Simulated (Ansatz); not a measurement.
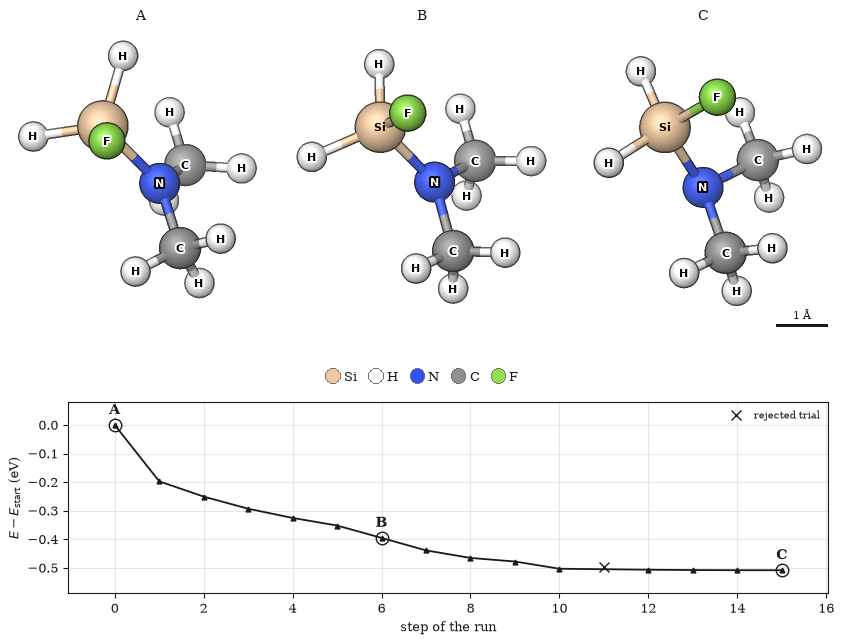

Frames of a relaxation of C2H8FNSi, marked on the history of the run. Style: ball-and-stick. Shown from a free direction.

The run prepares the start of a later molecular dynamics calculation, from a guessed geometry.

Theory: RKS PBE-D4/STO-3G (Ansatz). (no spin polarisation; force threshold 0.02 eV/Å; at most 40 steps)

What happens along the run?

Answer. The energy falls by 0.508 eV in 14 accepted moves (15 points after the start). The largest force component goes from 3 to 0.0081 eV/Å. The line search rejected the trial step at point 11 of the run. The atom that moves furthest after the best rigid fit is the F atom (1.35 Å). Largest moves by element: F 1.35 Å, H 1.25 Å, N 0.44 Å, C 0.40 Å, Si 0.03 Å. Among the contacts that change: F–Si 1.589 → 1.655 Å, N–Si 1.819 → 1.779 Å, C–N 1.470 → 1.500 Å, C–H 1.110 → 1.119 Å. Bond angles that change, for instance: C–N–C 120.0° → 110.2°, N–C–H 109.5° → 114.3°, N–Si–F 109.5° → 113.9°. The run took 79 s on 1 thread of Arm Neoverse N1, with other jobs on the host, peak memory 0.15 GiB. From step 0 to 6: an H atom moves most (0.75 Å), energy −0.395 eV. From step 6 to 15: the F atom moves most (0.72 Å), energy −0.113 eV.

```csv
step,"E − E(0), eV","largest force component, eV/Å",note
0,0.0000,2.9921,
1,-0.1971,1.6015,
2,-0.2505,0.2621,
3,-0.2929,0.3451,
4,-0.3252,0.5753,
5,-0.3517,0.6358,
6,-0.3950,0.2644,
7,-0.4388,0.1417,
8,-0.4651,0.3129,
9,-0.4777,0.5417,
10,-0.5029,0.1114,
11,-0.4966,0.4197,rejected
12,-0.5063,0.0323,
13,-0.5075,0.1450,
14,-0.5080,0.0330,
15,-0.5081,0.0081,
```

Limits of the set-up: STO-3G is a minimal basis, so the numbers are rough.
